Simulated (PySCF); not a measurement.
# [CoCl4]- (Cl4Co, charge −1, quintet): electronic structure

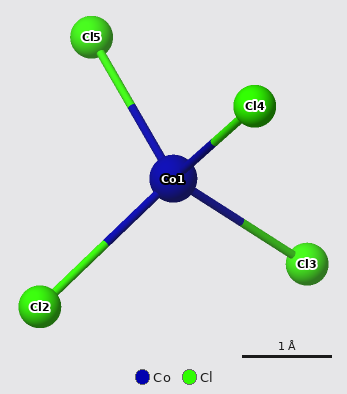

The molecule, with its atoms numbered as below. No frequency check shows the geometry to be a minimum.

Cartesian coordinates (Å):

```
Co1      0.0001   -0.0006    0.0003
Cl2      1.5321   -1.2517   -0.8899
Cl3     -1.5321   -1.2524    0.8888
Cl4     -0.8898    1.2531   -1.5311
Cl5      0.8897    1.2521    1.5317
```

## 1. Bonding charge

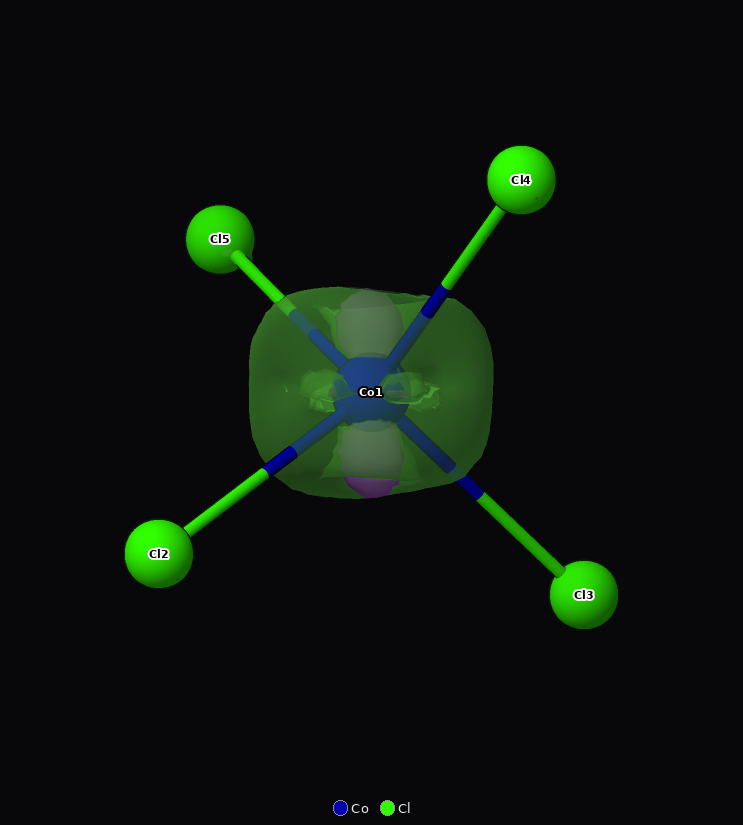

Deformation density (molecule less spherical, spin-averaged free atoms at the same positions), surfaces at ±0.15 e/Å³; purple: gain, green: loss.

Method: ωB97X/def2-SVPD; geometry: GFN2-xTB; program: PySCF. This is a single-reference result, which may miss multireference character in this system. The stability of the open-shell solution wasn't checked. GFN2-xTB doesn't know the spin state, so this open-shell geometry is rough.

**How much density has each bond gained at its critical point, relative to the free atoms?**

Co1–Cl3, Co1–Cl2, Co1–Cl5 and Co1–Cl4: +0.01 e/Å³ at the bond critical point (bond length 2.17 Å); up to 0.6 Å beside the axis the gain reaches +0.11 e/Å³. In all, 2.0 electrons gather in the regions of gain relative to the promolecule of neutral atoms (this includes the anion's extra charge). A small or negative value marks a very polar bond, one between electron-rich atoms, whose free-atom densities already overlap strongly, a long bond to a heavier atom, or a closed-shell contact such as a hydrogen bond.

**Where do the Hirshfeld charges lie?**

The highest Hirshfeld charge is on Co1 (+0.63 e), the lowest on Cl2, Cl3, Cl4 and Cl5 (−0.41 e).

```json
{"atom": "Co1", "charge (e)": "+0.63"}
{"atom": "Cl2", "charge (e)": "−0.41"}
{"atom": "Cl3", "charge (e)": "−0.41"}
{"atom": "Cl4", "charge (e)": "−0.41"}
{"atom": "Cl5", "charge (e)": "−0.41"}
```

## 2. Bond critical points

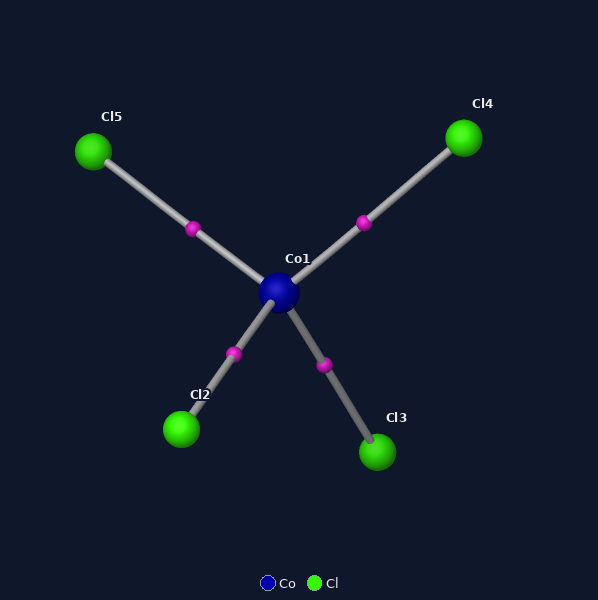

Molecular graph of the electron density (QTAIM): bond paths, bond critical points (magenta), ring points (cyan, if any); weak paths are dashed.

**How many critical points of each kind are there, and does the count close?**

5 nuclei, 4 bond, 0 ring and 0 cage critical points: 5 − 4 + 0 − 0 = 1, as the Poincaré–Hopf relation requires.

**Give the properties at the bond critical points.**

| bond | length (Å) | ρ (a.u.) | ∇²ρ (a.u.) | ε | H (a.u.) |
| --- | --- | --- | --- | --- | --- |
| Co1–Cl3 (4 alike) | 2.169 | 0.084 | +0.33 | 0.17 | −0.008 |

**What kind of interaction is Co1–Cl3?**

Polar or intermediate (positive Laplacian, negative energy density H): ρ = 0.084, ∇²ρ = +0.33, H = −0.008 a.u.

## 3. Local ionisation energy

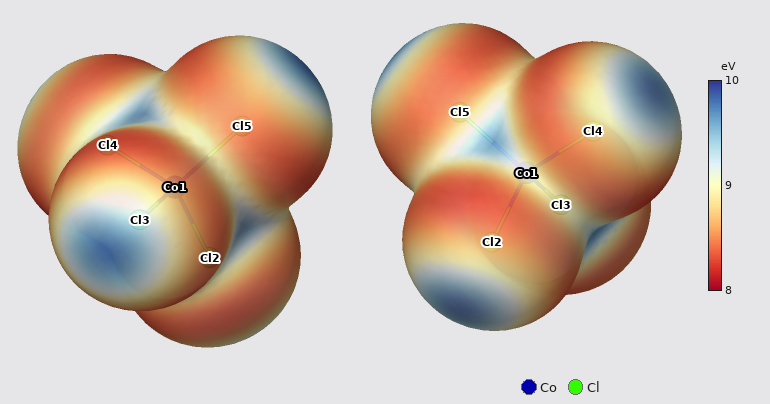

Average local ionisation energy on the surface of electron density 0.001 a.u. (back view left, front view right).

**Where are the most loosely bound electrons on this surface?**

The lowest value is 8.2 eV, 2.2 Å from Cl5, and at like points elsewhere. Further minima include 8.3 eV, 2.1 Å from Cl4, and at like points elsewhere. For comparison, the highest occupied orbital lies at −6.6 eV.

**What volume does the surface enclose?**

About 156 Å³.

## 4. Spin density

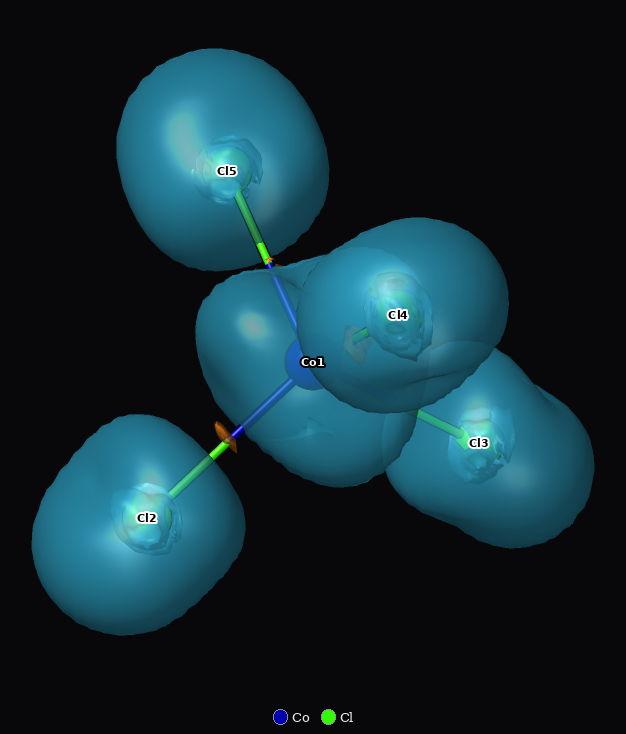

Spin density ρα − ρβ at ±0.02 e/Å³ (light blue: excess α, orange: excess β).

**Where is the unpaired spin?**

Hirshfeld spin populations: Co1 +2.92 and Cl2, Cl3, Cl4 and Cl5 +0.27. ⟨S²⟩ = 6.01, against 6.00 for a pure state.

## 5. In an electric field

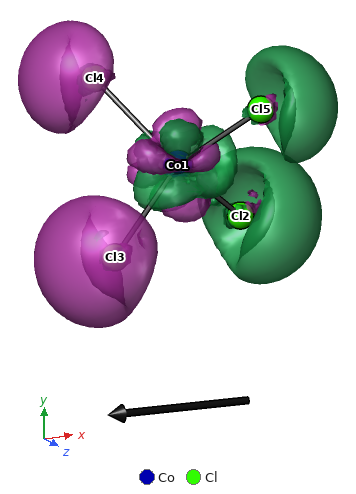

Change of the electron density in a uniform field of 0.15 V/Å along −x (arrow), surfaces at ±0.0015 e/Å³ (green: gain, purple: loss).

Method: PBE/def2-SVP; geometry: GFN2-xTB; program: PySCF. This is a single-reference result, which may miss multireference character in this system. For an anion such functionals hold the outermost electrons too loosely, so the response is rough. The stability of the open-shell solution wasn't checked. The basis has no diffuse functions, which an anion needs. GFN2-xTB doesn't know the spin state, so this open-shell geometry is rough.

The field was applied in both directions; the picture shows the one opposite to the script's first.

**How large is the response?**

The induced dipole is 0.60 D (along the field); α along this axis, from the fields in both directions, is 79 bohr³ (11.8 Å³).
